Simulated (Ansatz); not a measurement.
The relaxed structure here is a generated cell of TaSi2: the first start was made by a random draw of sites in a space group, and the end was not matched to a known phase here, so it may be hypothetical. Known forms of TaSi2 include space group No. 181.

A relaxed structure of TaSi2. Space group P4/mmm (No. 123). Computed with r2SCAN (plane waves to 500 eV, PAW, scalar-relativistic; Ansatz, a quantum-chemistry and plane-wave program).

```cif
data_Si2Ta
_chemical_formula_sum 'Si2 Ta1'
_space_group_name_H-M_alt 'P 1'
_space_group_IT_number 1
_cell_length_a 2.88281
_cell_length_b 2.88281
_cell_length_c 5.87849
_cell_angle_alpha 90.000
_cell_angle_beta 90.000
_cell_angle_gamma 90.000
loop_
_space_group_symop_operation_xyz
  'x, y, z'
loop_
_atom_site_label
_atom_site_type_symbol
_atom_site_fract_x
_atom_site_fract_y
_atom_site_fract_z
_atom_site_occupancy
Si1 Si 0.50000 0.50000 0.30282 1
Si2 Si 0.50000 0.50000 0.69718 1
Ta1 Ta 0.00000 0.00000 0.00000 1
```

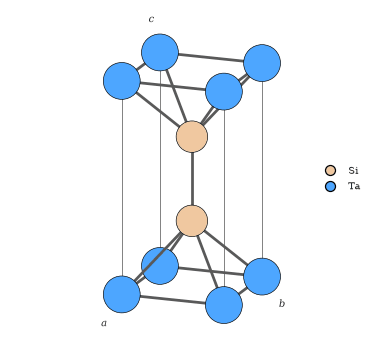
*The conventional cell of the relaxed structure*

```yaml
volume_per_atom: 16.28 Å³
density: 8.06 g/cm³
band_gap: no gap (metallic)
shortest_distances: Si–Si 2.32 Å; Si–Ta 2.71 Å; Ta–Ta 2.88 Å
k-mesh: 16×16×8
```

Band energies at high-symmetry points (eV from the Fermi level; labels of this space group; no spin-orbit coupling), from −5 eV up to 1.3 eV:

| point | energies |
|---|---|
| Γ | -3.44 -1.57 0.80 0.80 |
| X | -3.90 -3.66 -2.97 0.29 |
| M | -4.82 -4.82 -4.56 -3.93 -3.93 -2.52 -1.47 |
| Z | -4.63 -3.58 -3.42 0.55 0.55 |
| R | -4.25 -2.01 0.33 |
| A | -2.19 -2.19 -0.77 0.58 0.97 0.97 |

No spin polarisation in the result. The relaxed primitive cell holds an odd number of electrons. A magnetic state may lie lower.

The run could not lose the symmetry of its start, so the end can be a saddle point.
